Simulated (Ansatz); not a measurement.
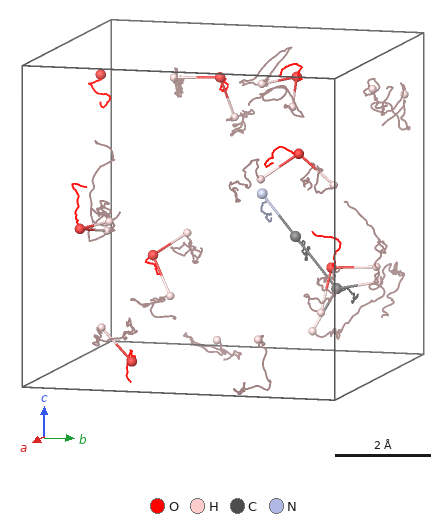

Molecular dynamics of a periodic cell with 8 H2O + 1 CH3CN at 0.94 g/cm³, 150 fs long. Lines trace each atom's path, in the colour of its element; spheres stand at the starting positions. Seen slightly off an axis in the simulation cell.

These are results of DFT PBE-D3(BJ), scalar-relativistic, plane waves, PAW in Ansatz, not measurements. Run with plane-wave cutoff 420 eV; k-point mesh 1 × 1 × 1; Fermi-Dirac smearing 0.05 eV; Langevin thermostat (NVT); set temperature 700 K; time step 0.5 fs; friction 0.02 per fs.

**What do the traces tell about the motion?**

In the second half of the run the atoms are, in the root-mean-square, this far from where they began (common drift taken out): H 0.92 Å, N 0.83 Å, O 0.60 Å, C 0.52 Å. The heavy atoms stay within a fraction of a molecule's size of their starting places; so short a run doesn't tell a liquid from a solid.

Limits of the set-up: the periodic images lie only 6.9 Å apart, so the values are limited by the cell's size.

Cost: 7.6 min on 1 thread of Arm Neoverse V2 (shared host), peak memory 0.39 GiB.
